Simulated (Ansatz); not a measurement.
Consider AsGeH5.

```json
{"atom": "Ge", "x (Å)": "-0.7919", "y (Å)": "0.3256", "z (Å)": "0.2131"}
{"atom": "H", "x (Å)": "-1.5552", "y (Å)": "-0.6719", "z (Å)": "-0.6725"}
{"atom": "As", "x (Å)": "1.6123", "y (Å)": "0.0167", "z (Å)": "0.1298"}
{"atom": "H", "x (Å)": "-1.1096", "y (Å)": "1.7574", "z (Å)": "-0.2479"}
{"atom": "H", "x (Å)": "-1.2487", "y (Å)": "0.1599", "z (Å)": "1.6715"}
{"atom": "H", "x (Å)": "1.4860", "y (Å)": "-1.4918", "z (Å)": "0.2947"}
{"atom": "H", "x (Å)": "1.6071", "y (Å)": "-0.0959", "z (Å)": "-1.3888"}
```

The product side of a reaction path; geometry: PBE0-D4/def2-TZVP.

All numbers below come from RKS PBE0-D4/def2-TZVPP (Ansatz 0.2.0).

**What can the converged electron density and electron localisation function tell about the bonding?**

Ge–As (2.43 Å): ρ is about 0.6 e/Å³ halfway; the ELF peaks at about 0.85 between the atoms, as expected for a shared electron pair.
As–H (1.52 Å): the density is about 1.1 e/Å³ at the midpoint; the ELF climbs to about 1 towards the hydrogen, as it does in any bond to H.

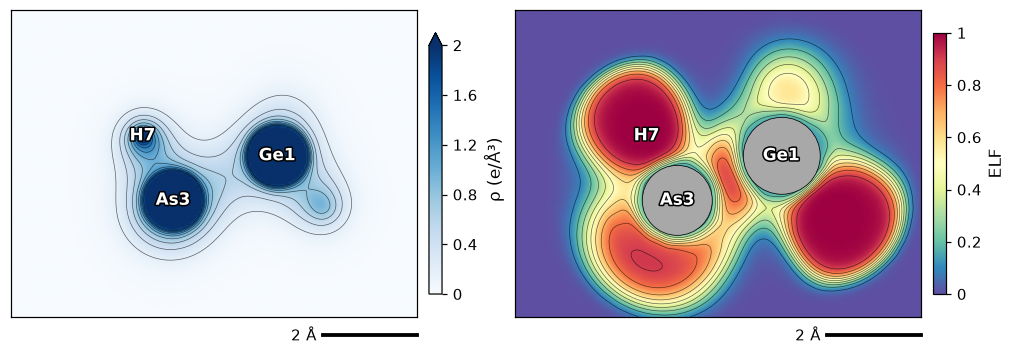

Computed electron density and electron localisation function on the plane of atoms Ge1, As3 and H7, in this order. Grey discs cover the atomic cores in the ELF map. 
